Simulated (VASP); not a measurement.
System: YPdF.

```
Y Pd F
1.0
     3.85167    0.00000    0.00000
    -1.92583    3.33564    0.00000
     0.00000    0.00000    4.36427
Y Pd F
1 1 1
Direct
  0.00000 0.00000 0.00000
  0.66667 0.33333 0.50000
  0.33333 0.66667 0.50000
```

Space group P-6m2; a structure from a database of computed crystals, not necessarily the ambient phase; a generated structure, not necessarily the stable one; computed pressure about 3 GPa in this cell.

The calculation used Kohn-Sham DFT of a periodic cell, PBE, VASP PAW PBE potentials, recommended in VASP.

### What can the converged valence pseudo-density and electron localisation function tell about the bonding?

Pd–F (2.22 Å): ρ at the midpoint is about 0.4 e/Å³; the ELF is about 0.10 at the midpoint: no localised pair shows between them.
Y–F (3.12 Å): ρ at the midpoint is about 0.08 e/Å³; the ELF is about 0.05 at the midpoint; a largely ionic contact.

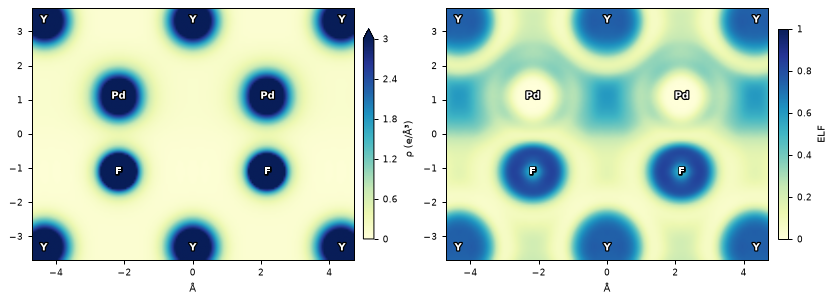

Computed valence pseudo-density and electron localisation function on the (110) plane of the conventional cell, in this order. 
